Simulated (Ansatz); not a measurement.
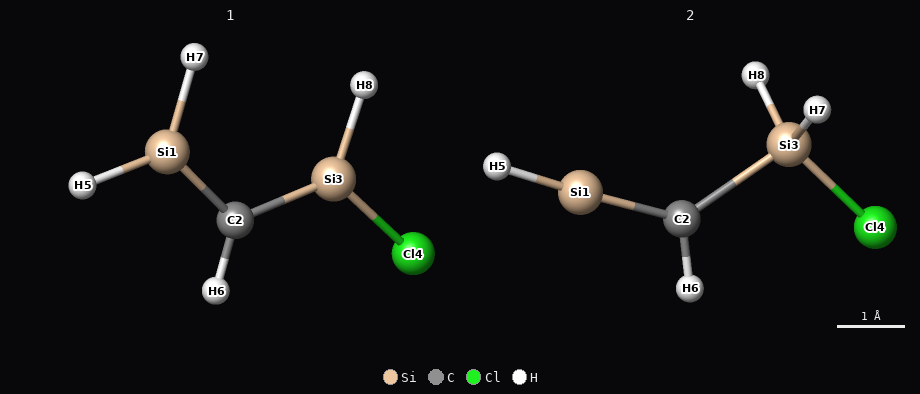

Two geometries of CH4ClSi2 (charge +1), drawn at one scale. One is the start of a relaxation, the other its converged end. Style: ball-and-stick. Shown at a tilt.

These are results of Ansatz 0.2.0, RKS LDA/def2-SVP, not measurements. (no spin polarisation; force threshold 0.02 eV/Å; at most 50 steps)

Q: Which one is relaxed?

A: Structure 1 is the relaxed one. The run prepares an end point of a later path (hydrogen shift) calculation, from a guessed geometry. After 37 accepted moves (39 points after the start) the energy has fallen by 2.261 eV. The largest force component goes from 2.6 to 0.018 eV/Å. The line search rejected the trial steps at points 16, 25 of the run. The forces were under the threshold at step 6, but the run went on from there. H7 moves most after the best rigid fit: 2.57 Å. By element the largest moves are H 2.57 Å, Si 0.94 Å, Cl 0.81 Å, C 0.23 Å. Near-neighbour distances that change, for instance: Si1–H7 3.755 → 1.496 Å, Si3–H7 1.458 → 3.380 Å, Si1–Si3 3.404 → 3.039 Å, C2–Si3 1.995 → 1.748 Å. New bonds form, among them: Si1–H7 (3.76 → 1.50 Å). Bonds break, among them: Si3–H7 (1.46 → 3.38 Å). Bond angles that change, for instance: C2–Si1–H5 177.6° → 121.7°, C2–Si3–H8 104.3° → 122.4°, C2–Si3–Cl4 105.3° → 122.7°. The run took 29 s on 2 threads of Intel(R) Xeon(R) Platinum 8488C (Sapphire Rapids), on a shared host, peak memory 0.14 GiB.
